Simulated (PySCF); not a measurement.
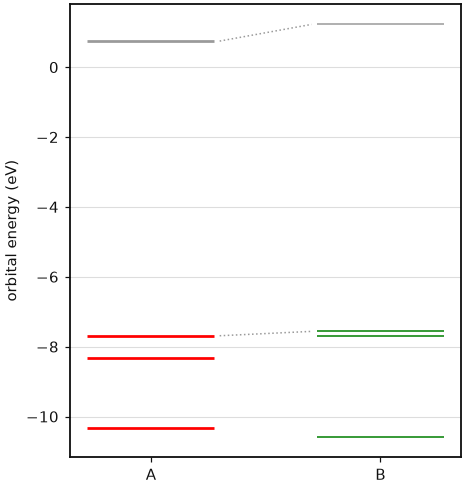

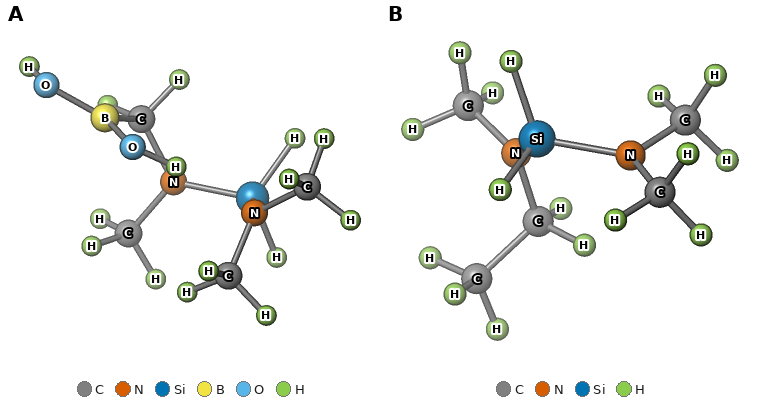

Related molecules: A is C₄H₁₅BN₂O₂Si, SMILES CN(C)[SiH2]N(C)CB(O)O; B is C₅H₁₆N₂Si, SMILES CCN(C)[SiH2]N(C)C. Frontier orbital energies, CAM-B3LYP/def2-SVPD with PySCF, at a PBE0-D3(BJ)/def2-SVP geometry (no frequency check); drawn are at most three filled levels and, in grey, the LUMO with any level within 0.03 eV of it; dotted lines join the HOMOs and the LUMOs.

What does the change do to the frontier levels?

Answer. From A to B the HOMO rises by 0.13 eV and the LUMO rises by 0.48 eV, so the separation goes from 8.43 to 8.79 eV.

Does the ΔSCF ionisation energy follow the HOMO?

Answer. A: −ε(HOMO) 7.69, ΔSCF 8.21 eV; B: −ε(HOMO) 7.56, ΔSCF 8.11 eV.

Limits of at least one run: empty levels above zero depend strongly on the basis; one conformer of a flexible molecule.
